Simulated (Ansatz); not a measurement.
# C6H9B: the cost of one run

Method: one geometry, several basis sets; program: Ansatz 0.2.0, Gaussian basis.

The runs, in order: PBE0-D4/def2-SVP; ωB97M-V/def2-SVP; PBE0-D4/def2-QZVPP; ωB97M-V/def2-QZVPP; the functionals' def2-TZVPP values are taken from earlier runs.

## Step 1: Structure used throughout

All runs share one geometry, relaxed beforehand with PBE0-D4 in a triple-zeta def2 set.

SMILES `C=CB(C=C)C=C`, 16 atoms, charge 0, spin multiplicity 1.

Atoms are counted from 1 here; the program's logs count them from 0.

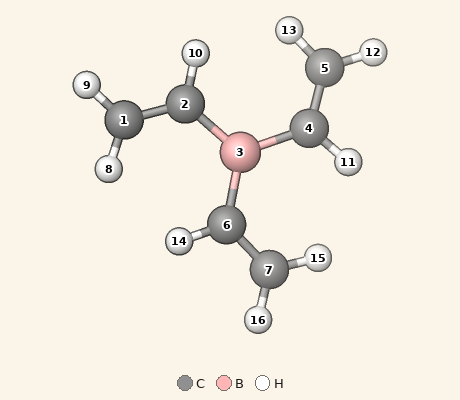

The geometry (carbon grey, boron pink, hydrogen white); atoms are numbered from 1 in the order of the file.

## Step 2: PBE0-D4 in def2-SVP

Input file in.yaml:

```yaml
crystal:
  periodic: [false, false, false]
  atoms:
    - {symbol: C, position_ang: [1.178016, -1.427706, 1.762368]}
    - {symbol: C, position_ang: [1.244169, -0.540047, 0.766439]}
    - {symbol: B, position_ang: [0.014850, -0.053738, -0.052684]}
    - {symbol: C, position_ang: [0.175739, 1.095305, -1.088299]}
    - {symbol: C, position_ang: [1.293136, 1.809462, -1.248278]}
    - {symbol: C, position_ang: [-1.375637, -0.715551, 0.164533]}
    - {symbol: C, position_ang: [-2.508585, -0.279417, -0.392599]}
    - {symbol: H, position_ang: [0.239247, -1.882217, 2.063890]}
    - {symbol: H, position_ang: [2.054166, -1.736047, 2.325989]}
    - {symbol: H, position_ang: [2.233741, -0.141630, 0.546003]}
    - {symbol: H, position_ang: [-0.661537, 1.367215, -1.729868]}
    - {symbol: H, position_ang: [1.368738, 2.617455, -1.970642]}
    - {symbol: H, position_ang: [2.183476, 1.621352, -0.656114]}
    - {symbol: H, position_ang: [-1.466613, -1.583247, 0.816749]}
    - {symbol: H, position_ang: [-2.527587, 0.580419, -1.055241]}
    - {symbol: H, position_ang: [-3.468117, -0.754410, -0.208046]}
basis:
  gaussian: {orbitals: def2-SVP}
hamiltonian: {xc: pbe0, dispersion: d4}
output: {orbitals: {seedname: orbitals}}
```

The run is started by

```console
$ ansatz run in.yaml --threads 2 --pin off --events-out ev --progress --plain --max-ram 32768MiB --backend cpu
```

Q: Estimate wall time and peak memory on 2 threads of AMD EPYC 7R13, shared host.

About 3.3 s, with a peak of 0.38 GiB.
